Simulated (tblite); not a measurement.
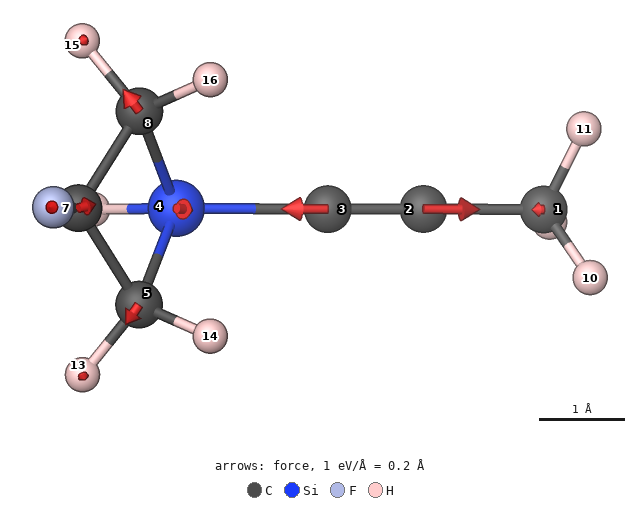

Starting geometry of C₆H₈FSi (multiplicity 2) with the computed forces as red arrows. Style: ball-and-stick. Shown from a free direction.

Level of theory: GFN2-xTB geometry optimisation, gas phase in tblite. 

### Is this structure relaxed? If not, where do the atoms go?

It isn't relaxed: the largest force vector, on a C atom, is 3.55 eV/Å. The final displacements have little in common with the starting forces (cosine between the two patterns 0.05). The F atom moves most after the best rigid fit: 1.27 Å. Largest moves by element: F 1.27 Å, H 0.53 Å, C 0.45 Å, Si 0.15 Å. Near-neighbour distances that change, for instance: C–Si 1.872 → 1.926 Å, C–C 1.479 → 1.443 Å, C–Si 1.865 → 1.838 Å, C–C 1.184 → 1.206 Å. Among the angles between lasting bonds that change: C–C–C 99.6° → 106.7°, C–Si–H 114.0° → 117.5°, C–Si–C 116.5° → 113.4°. After 80 geometry steps the energy has fallen by 7.14 kcal/mol. Cost: 0.47 s on 1 thread of Arm Neoverse V2 (shared host).
